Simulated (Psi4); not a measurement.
# NOF (SMILES O=NF) at M06-L/def2-TZVPP

What is the vertical ionisation energy of NOF at M06-L/def2-TZVPP? 

The results are computed with Psi4 1.11.

1 further run of the same task is left out (it didn't finish).

## 1. The system as given

NOF: 3 atoms, total charge 0, spin state singlet. SMILES: `O=NF`. Geometry: relaxed at PBE0-D4/def2-TZVP.

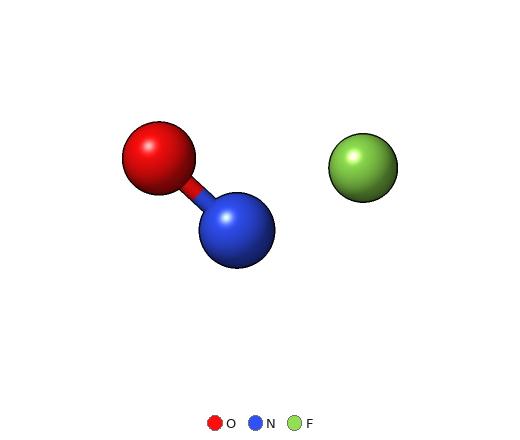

The structure, seen from a chosen angle (oxygen red, nitrogen blue, fluorine green).

## 2. Energy and gradient at M06-L/def2-TZVPP

fno.dat

```
memory 2200 mb

molecule {
  0 1
  O
  N 1 r2
  F 2 r3 1 a3

  r2 = 1.126674
  r3 = 1.483325
  a3 = 110.42286
  symmetry c1
  no_reorient
  no_com
}

set globals {
  basis def2-TZVPP
  puream true
  e_convergence 1e-09
  d_convergence 1e-08
  scf_type pk
  dft_radial_points 99
  dft_spherical_points 590
}

gradient('m06-l')
```

Started as:

```
$ psi4 fno.dat fno.out -n 1
```

fno.out:

```text
[...]
  Running in c1 symmetry.
[...]
  Nuclear repulsion =   66.472919985517308
[...]
  Multiplicity = 1
[...]
  Nalpha       = 12
  Nbeta        = 12
[...]
    Number of basis functions: 93
[...]
   @RKS iter   1:  -229.73022399649307   -2.95217e-01   4.72061e-03 DIIS/ADIIS
[...]
   @RKS iter  11:  -229.78529054647302   -1.98952e-12   4.31617e-09 DIIS
[...]
    Orbital Energies [Eh]
    ---------------------
    Doubly Occupied:
       1A    -24.498014     2A    -19.113725     3A    -14.399910
       4A     -1.276150     5A     -1.143579     6A     -0.683289
       7A     -0.551594     8A     -0.529295     9A     -0.502768
      10A     -0.367262    11A     -0.349679    12A     -0.303277
[...]
  @RKS Final Energy:  -229.78529054647302
   => Energetics <=
    Nuclear Repulsion Energy =             66.4729199855173079
    One-Electron Energy =                -448.3965568207305523
    Two-Electron Energy =                 177.9581220220133559
    DFT Exchange-Correlation Energy =     -25.8197757332731257
    Empirical Dispersion Energy =           0.0000000000000000
    VV10 Nonlocal Energy =                  0.0000000000000000
    Total Energy =                       -229.7852905464730213
[...]
 Multipole Moments:
 ------------------------------------------------------------------------------------
     Multipole            Electronic (a.u.)      Nuclear  (a.u.)        Total (a.u.)
 ------------------------------------------------------------------------------------
 L = 1.  Multiply by 2.5417464519 to convert [e a0] to [Debye]
 Dipole X            :          0.3573748           -0.8038939           -0.4465191
 Dipole Y            :         -0.3311451            0.6510145            0.3198693
 Dipole Z            :         -0.0000000            0.0000000           -0.0000000
 Magnitude           :                                                    0.5492683
[...]
  -Total Gradient:
     Atom            X                  Y                   Z
    ------   -----------------  -----------------  -----------------
       1        0.001009879081    -0.015925809606    -0.000000000000
       2        0.015023881863     0.009149644936     0.000000000000
       3       -0.016011108198     0.006795655241     0.000000000000
[...]
```

It took 40 s on 1 thread of Intel Xeon at 2.50GHz (Skylake/Cascade Lake), shared host; peak memory 1.3 GiB.

## 3. The doublet cation at the same level

job.dat

```
memory 2.2 GB

molecule {
  1 2
  O      0.868350     0.242970     0.504740
  N      0.148930    -0.482540     0.029910
  F     -1.017290     0.239580    -0.534650
  units angstrom
  symmetry c1
  no_reorient
  no_com
}

set globals {
  basis def2-TZVPP
  reference uks
  puream true
  e_convergence 1e-09
  d_convergence 1e-08
  scf_type pk
  dft_radial_points 99
  dft_spherical_points 590
  maxiter 100
}

energy_value, wavefunction = gradient("m06-l", return_wfn=True)
oeprop(wavefunction, "QUADRUPOLE", "LOWDIN_CHARGES", "DIPOLE")
print_variables()
```

Started as:

```
$ psi4 -i job.dat -o job.out -n 1
```

job.out (excerpt; [...] marks lines left out):

```text
[...]
  Running in c1 symmetry.
[...]
  Nuclear repulsion =   66.472921694977657
[...]
  Multiplicity = 2
[...]
  Nalpha       = 12
  Nbeta        = 11
[...]
    Number of basis functions: 93
[...]
   @UKS iter   1:  -229.28441453671550    1.50593e-01   3.08076e-03 ADIIS/DIIS
[...]
   @UKS iter  15:  -229.31780218000114   -1.62004e-12   9.35178e-09 DIIS
[...]
   @S^2 Observed:                7.609990636E-01
[...]
  @UKS Final Energy:  -229.31780218000114
   => Energetics <=
    Nuclear Repulsion Energy =             66.4729216949776571
    One-Electron Energy =                -439.1535259211592006
    Two-Electron Energy =                 168.7481959783923742
    DFT Exchange-Correlation Energy =     -25.3853939322119402
    Empirical Dispersion Energy =           0.0000000000000000
    VV10 Nonlocal Energy =                  0.0000000000000000
    Total Energy =                       -229.3178021800011379
[...]
  -Total Gradient:
     Atom            X                  Y                   Z
    ------   -----------------  -----------------  -----------------
       1        0.011996940571     0.054883446143     0.012542553232
       2       -0.017782458267    -0.077697422443    -0.018196304555
       3        0.005781929303     0.022832142330     0.005653737503
[...]
 Multipole Moments:
 ------------------------------------------------------------------------------------
     Multipole            Electronic (a.u.)      Nuclear  (a.u.)        Total (a.u.)
 ------------------------------------------------------------------------------------
 L = 1.  Multiply by 2.5417464519 to convert [e a0] to [Debye]
 Dipole X            :          2.6254743           -2.2039876            0.4214867
 Dipole Y            :         -1.5547599            1.3647602           -0.1899997
 Dipole Z            :          1.2785779           -1.0668638            0.2117141
 Magnitude           :                                                    0.5085015
 L = 2.  Multiply by 1.3450342976 to convert [e a0^2] to [Debye ang]
 Quadrupole XX       :        -63.0284348           55.3565947           -7.6718402
 Quadrupole XY       :          3.3158843           -3.6020968           -0.2862125
[...]
```

Wall time 68 s (1 thread of Intel Xeon at 2.50GHz (Skylake/Cascade Lake), shared host); peak memory 1.3 GiB.

## 4. Results

Level: M06-L/def2-TZVPP.

| quantity | value |
| --- | --- |
| singlet NOF: total energy | -229.78529 Eh |
| singlet NOF: dipole moment | 1.40 D |
| singlet NOF: HOMO energy | -8.25 eV |
| singlet NOF: LUMO energy | -4.17 eV |
| singlet NOF: HOMO–LUMO gap | 4.08 eV |
| singlet NOF: largest force on an atom | 0.905 eV/Å |
| doublet cation: total energy | -229.31780 Eh |
| doublet cation: HOMO energy (highest over α and β) | -19.22 eV |
| doublet cation: LUMO energy (lowest over α and β) | -17.21 eV |
| doublet cation: ⟨S²⟩ | 0.761 |
| doublet cation: largest force on an atom | 4.204 eV/Å |
| vertical ionisation energy (to the doublet cation) | 12.721 eV |

In words: The vertical ionisation energy comes to 12.72 eV (293 kcal/mol). The largest force (singlet NOF) is 0.90 eV/Å: the shape isn't a stationary point for this species at this level. −ε(HOMO) before ionisation, 8.25 eV, is 4.47 eV below this ionisation energy.
